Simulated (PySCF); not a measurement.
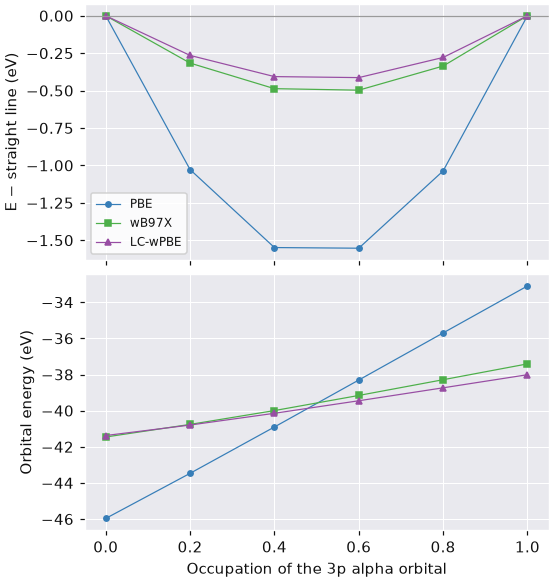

One 3p alpha orbital of Cl²⁺ ([Ne] 3s² 3p³) is emptied in steps. The plot gives the energy less the straight line between the integer ends; the lower panel gives the orbital energy. PySCF, def2-TZVPPD, non-relativistic, unrestricted single determinants, no spin-orbit coupling.

Question: What do the curves say about each method?

Answer: PBE: convex (delocalisation error), largest departure −1.6 eV, removal energy 39.58 eV, orbital energy from −33.1 eV when full to −46.0 eV when empty; wB97X: convex (delocalisation error), largest departure −0.50 eV, removal energy 39.53 eV, orbital energy from −37.4 eV when full to −41.5 eV when empty; LC-wPBE: convex (delocalisation error), largest departure −0.41 eV, removal energy 39.77 eV, orbital energy from −38.0 eV when full to −41.4 eV when empty. The NIST semi-empirical removal energy is 39.80 eV. The exact energy is a straight line between whole electron numbers.
